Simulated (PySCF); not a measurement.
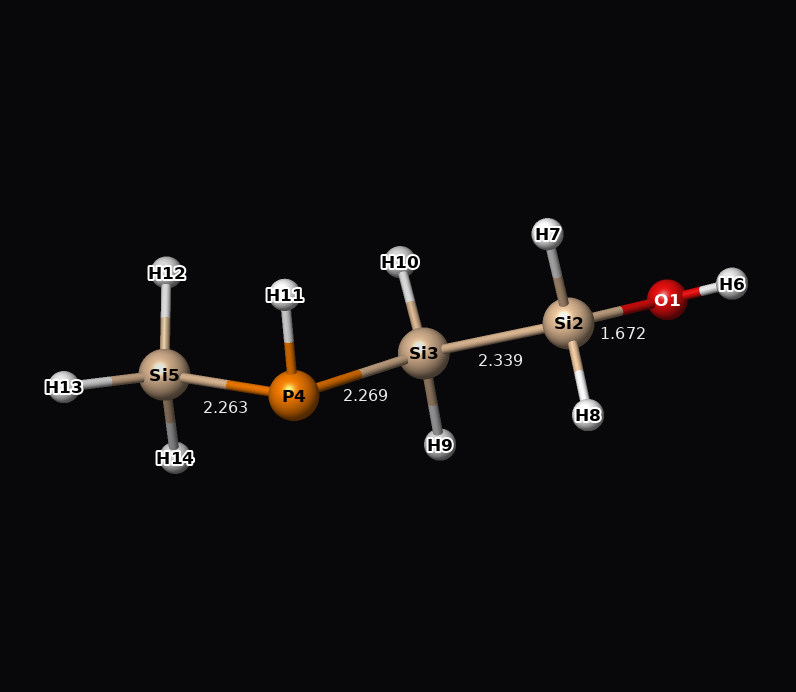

Bond lengths are marked in Å; every bond is drawn as one stick. Computed geometry: PBE0-D3(BJ)/def2-SVP optimisation. No frequency run is at hand to confirm it as a minimum.

Assign a bond order to each marked bond.

O1–Si2 single; Si2–Si3 single; Si3–P4 single; P4–Si5 single.

Give the structure as SMILES.

O[SiH2][SiH2]P[SiH3]
